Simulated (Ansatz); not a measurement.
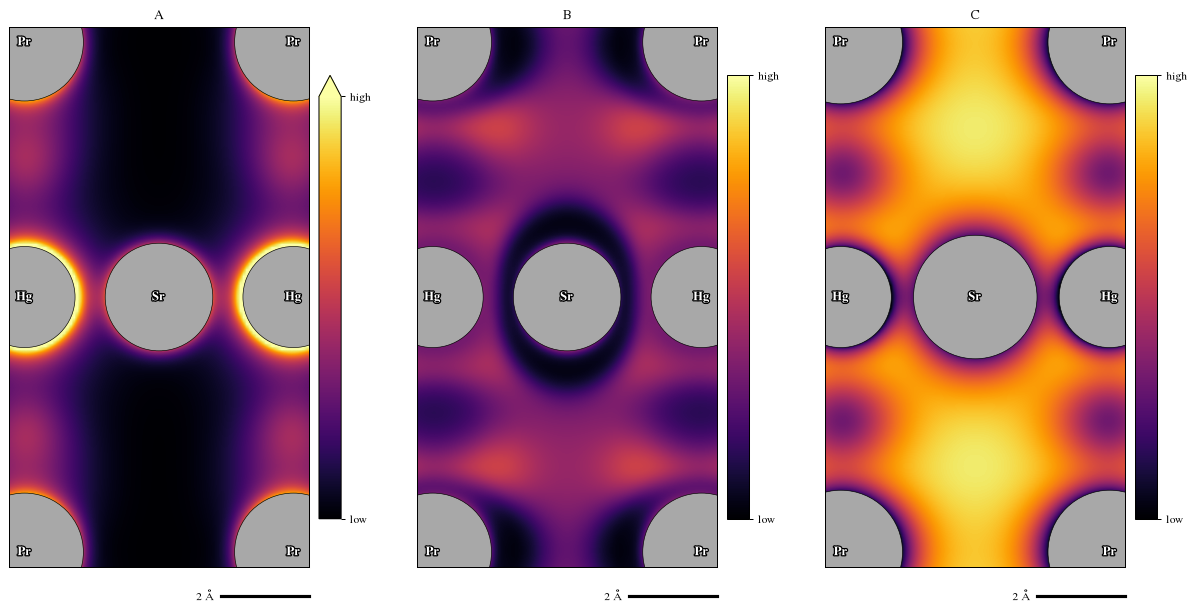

SrPr3Hg: 3 fields on the (110) plane of the conventional cell, with unlabelled colour scales. Grey discs cover the atomic cores.

Space group P6/mmm; a structure generated by program, which may or may not match a known phase; computed without spin polarisation; no Hubbard U on the f states and no spin–orbit coupling.

The calculation used Ansatz, DFT PBE, scalar-relativistic, plane waves, PAW; 4f electrons in the core of a trivalent norm-conserving potential.

The panels show electron localisation function, electrostatic potential energy of an electron and valence pseudo-density in some order. Assign them.

Answer. Panel A: valence pseudo-density. Panel B: electron localisation function. Panel C: electrostatic potential energy of an electron (low next to the atoms, rising into the space between them). From the grid: Sr–Hg (3.05 Å): ρ at the midpoint is about 0.18 e/Å³; the ELF is about 0.15 at the midpoint: no shared electron pair shows on this line.
